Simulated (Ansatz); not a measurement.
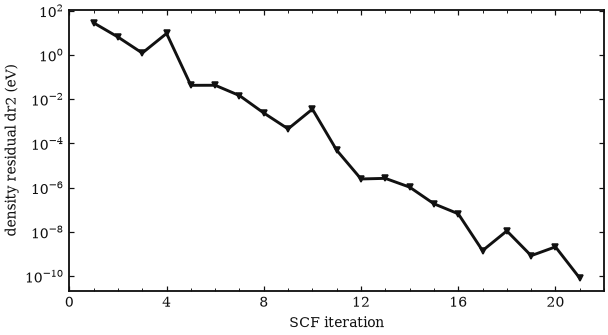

The plot shows the SCF iterations of a calculation: density residual dr2. dr2 is the charge part; the magnetisation has a residual of its own.

The run: Hf2TiN3 (P-62m, 12 atoms in the cell), by DFT PBE, scalar-relativistic, plane waves, PAW in Ansatz 0.2.0; cutoff 420 eV, 6×6×4 k-mesh, Gaussian smearing of 0.1 eV, collinear spins.

How did this run end?

Answer. The run converged; it took 21 iterations. The residual falls unevenly and jumps up by a factor of two or more 4 times on the way down. The program keeps the magnetisation out of the quasi-Newton mixer until iteration 8 and then restarts the mixer with it. From the first spectrum the program read the system as a metal and chose the Kerker preconditioner. The program put off closing at iteration 16, as the moment had not settled.

Read the residual at the first and at the last step drawn.

Answer. It starts near 30 and ends near 8 × 10⁻¹¹ eV.
